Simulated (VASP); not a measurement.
Band structure of Bi (a7). Calculation: revTPSS meta-GGA, VASP's PBE PAW potentials (set 64) (plane waves; VASP).

Unless said otherwise, spin-orbit coupling is left out, though it shifts the bands of the heavy elements here.

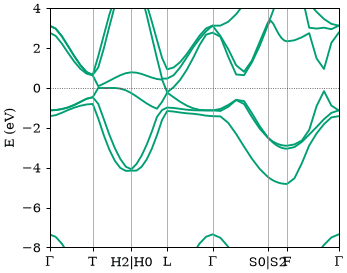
Figure. Bands along high-symmetry lines, zero at the valence-band maximum or, without a gap, the Fermi level

Q: Read the plot: is there a gap, and where are the band edges?

A: It has no gap at this level: it comes out as a metal or semimetal.

The compound is Bi in the a7 structure. It was relaxed first.
